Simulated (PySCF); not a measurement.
Cl$_{2}$H$_{2}$O$_{2}$Ti, SMILES `O[Ti](O)(Cl)Cl`.

Level of theory: PBE0/def2-TZVP (PySCF), at a geometry from GFN2-xTB. This is a single-reference result, which may miss multireference character in this system. No frequency check shows the geometry to be a minimum. A basis without diffuse functions makes polarisabilities too small. GFN2-xTB bond lengths at metals and heavier atoms can be off by up to 0.1 Å and shapes distorted, which carries into these values.

Coordinates in Å:

```
O1      -0.0000   -1.2108   -1.4760
Ti2     -0.0001   -0.4091    0.0001
O3       0.0000   -1.2111    1.4757
Cl4      1.6613    0.9402    0.0000
Cl5     -1.6612    0.9403    0.0000
H6      -0.0001   -1.7960   -2.2356
H7       0.0001   -1.7964    2.2351
```

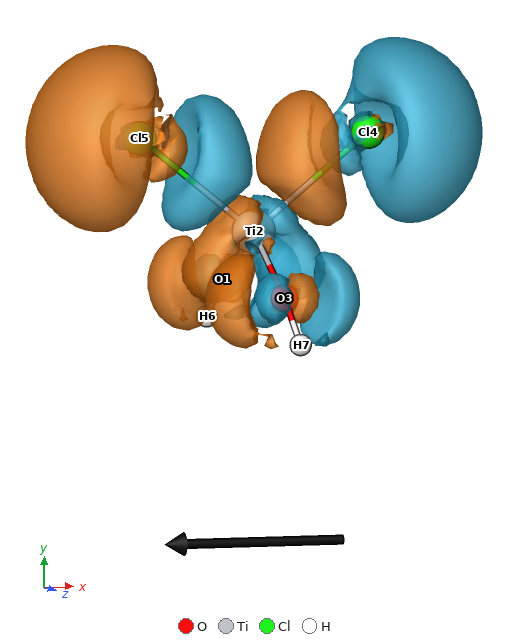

Change of the electron density in a uniform field of 0.21 V/Å along −x (arrow), surfaces at ±0.0015 e/Å³ (light blue: gain, orange: loss).

The field was applied in both directions; the picture shows the one opposite to the script's first.

How large is the response?

Answer. The induced dipole is 0.70 D (along the field); α along this axis, from the fields in both directions, is 69 bohr³ (10.3 Å³).

The PySCF run took 41 s on 1 thread of Intel(R) Xeon(R) Platinum 8488C (Sapphire Rapids) (shared host), peak memory 0.95 GiB.
